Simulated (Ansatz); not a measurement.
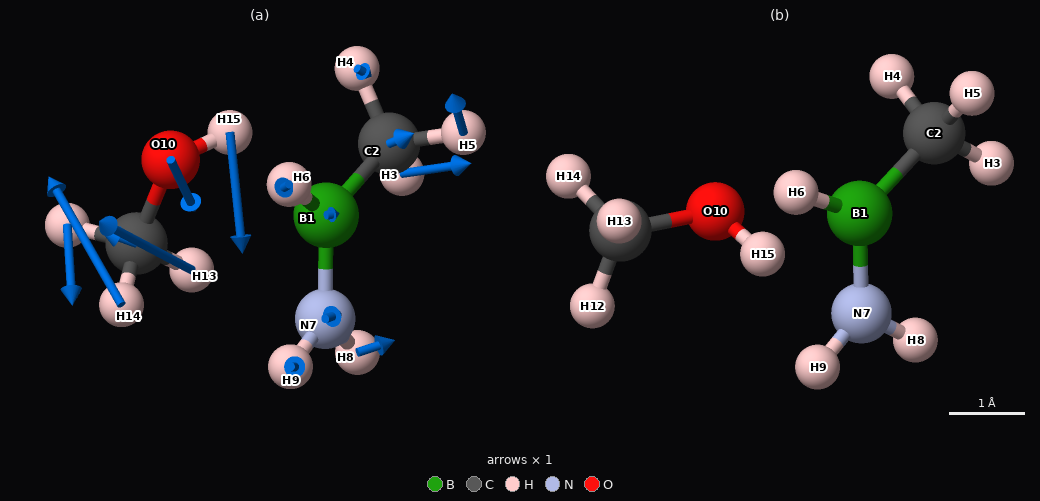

The structure of C2H10BNO before (left) and after (right) a relaxation, at one scale. The blue arrows give the displacements, at their true length.

The picture is a ball-and-stick view, seen at a tilt.

The run prepares an end point of a later path (reaction) calculation, from a guessed geometry.

These are results of Ansatz 0.2.0, RKS PBE0-D4/6-31G*, not measurements.

Input file:
```yaml
crystal:
  periodic: [false, false, false]
  atoms:
    - { symbol: B, position_ang: [-0.061237, 0.260308, 0.200612] }
    - { symbol: C, position_ang: [-0.163941, 0.21467, 1.790083] }
    - { symbol: H, position_ang: [-1.100698, -0.21281, 2.175095] }
    - { symbol: H, position_ang: [0.682625, -0.302934, 2.258443] }
    - { symbol: H, position_ang: [-0.115726, 1.244014, 2.172566] }
    - { symbol: H, position_ang: [0.992178, 0.435164, -0.349395] }
    - { symbol: "N", position_ang: [-1.216949, 0.304308, -0.589141] }
    - { symbol: H, position_ang: [-2.153308, 0.218578, -0.216983] }
    - { symbol: H, position_ang: [-1.190299, 0.403744, -1.591858] }
    - { symbol: O, position_ang: [0.362897, -2.313603, 0.335016] }
    - { symbol: C, position_ang: [-0.754933, -2.972378, -0.229698] }
    - { symbol: H, position_ang: [-0.582985, -4.056446, -0.272265] }
    - { symbol: H, position_ang: [-1.680388, -2.790825, 0.331762] }
    - { symbol: H, position_ang: [-0.904308, -2.598369, -1.248519] }
    - { symbol: H, position_ang: [0.124271, -2.011121, 1.23758] }
basis:
  gaussian: { orbitals: "6-31G*" }
hamiltonian:
  xc: pbe0
  dispersion: d4
relax:
  f_tol: 0.03
  max_steps: 50
```

Run as
```bash
ansatz run input.yaml --threads 2 --pin off --max-ram 3072MiB --backend cpu --events-out ev --progress --plain --runs-dir out
```

What changed between the two?

Answer. The relaxation stopped without meeting its thresholds, so the last structure isn't shown to be converged. It used up its limit of 50 steps. H13 moves most after the best rigid fit: 2.43 Å. Largest moves by element: H 2.43 Å, O 1.37 Å, C 0.54 Å, N 0.43 Å, B 0.22 Å. Near-neighbour distances that change, for instance: B1–C2 1.593 → 1.570 Å, O10–H15 0.981 → 0.969 Å, B1–N7 1.400 → 1.407 Å, O10–C11 1.415 → 1.409 Å. Bond angles that change, for instance: B1–C2–H4 112.9° → 109.0°, B1–C2–H5 108.5° → 111.1°, O10–C11–H12 110.6° → 112.7°. Groups turn about O10–C11 by about 40°, B1–C2 by about 30°. Over 44 accepted moves (49 points after the start) the energy falls by 0.195 eV. The largest force component goes from 0.8 to 0.099 eV/Å. The line search rejected the trial steps at points 2, 6, 17, 20, 36 of the run. The forces were under the threshold at step 18, but the run went on from there.
